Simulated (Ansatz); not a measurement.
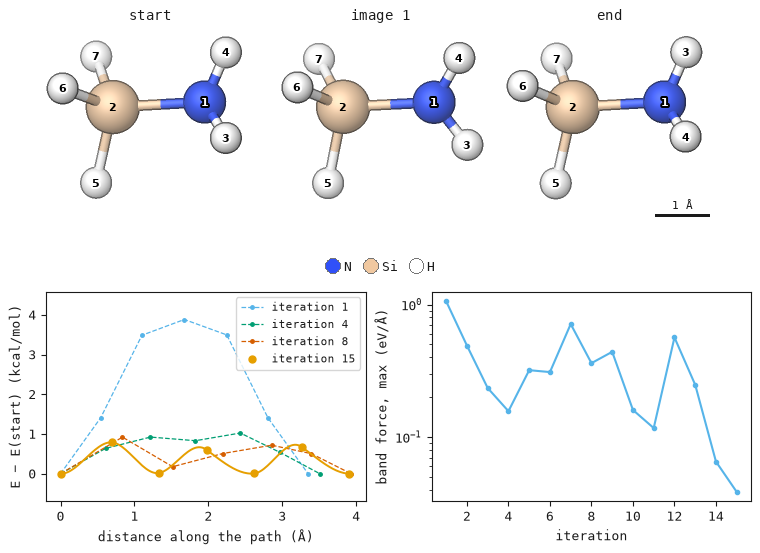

NEB run on SiNH5. Images are numbered from 0 (start) to 6 (end). The plot follows the band through its iterations. Style: ball-and-stick. Shown at a tilt.

Theory: RKS PBE/def2-SVP (Ansatz 0.2.0). Run with 5 movable images; climbing image; force threshold 0.05 eV/Å; iteration limit 60; starting path by straight interpolation.

Question: Judge this run.

Answer: The run is converged, with reservations. The band converged in 15 iterations. The largest component of the band force went from 1.1 to 0.039 eV/Å. The climbing image converged on the top of the path. Its curvatures weren't checked. The straight starting path can push atoms close together and costs iterations. The first iteration put the highest image at 3.88 kcal/mol. The barrier is about 0.79 kcal/mol in both directions, with image 1 at the top; the ends have the same energy. The profile has 3 maxima (images 1, 3, 5) with a dip at image 2, 4 (+0.02 kcal/mol, +0.01 kcal/mol), so the process runs in steps.

The run took roughly 110 core-seconds on a shared host.
